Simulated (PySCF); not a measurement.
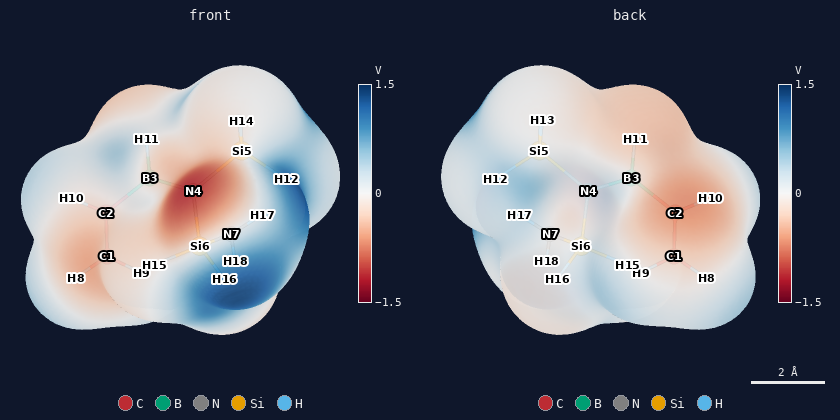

The picture shows: C₂H₁₁BN₂Si₂ (SMILES C=CBN([SiH3])[SiH2]N). The molecular electrostatic potential painted on the density surface at 0.001 e/bohr³, seen from the front and from behind; red is negative and blue positive.

Geometry: GFN2-xTB.

Method: PySCF 2.14.0, CAM-B3LYP/def2-SVPD, SCF density, gas phase.

```csv
atom,x (Å),y (Å),z (Å)
C,2.7660,0.2446,-0.6949
C,2.2340,-0.6986,0.0715
B,0.7926,-1.2811,-0.0480
N,-0.3764,-0.4940,-0.0693
Si,-1.9266,-1.2540,-0.3703
Si,-0.3457,1.2409,0.2270
N,-1.7114,1.6002,1.2139
H,3.7960,0.5608,-0.6124
H,2.1876,0.7343,-1.4624
H,2.8900,-1.1719,0.7986
H,0.6848,-2.4513,-0.1396
H,-2.7505,-0.2989,-1.1237
H,-1.7203,-2.4506,-1.1818
H,-2.5700,-1.5848,0.9059
H,0.7947,1.6260,1.0483
H,-0.3417,1.8903,-1.0970
H,-2.6201,1.2590,0.9461
H,-1.7917,2.5355,1.5766
```

Q: Where is the surface potential most negative and most positive?

A: The most negative region (about −1.0 V, or −23 kcal/mol for a unit charge) lies over N7, the most positive (about +1.3 V, or +30 kcal/mol for a unit charge) over H17 and H18. N7 is the likeliest acceptor of a hydrogen bond.

Q: What dipole moment does the calculation give?

A: Its dipole moment is 1.65 D.
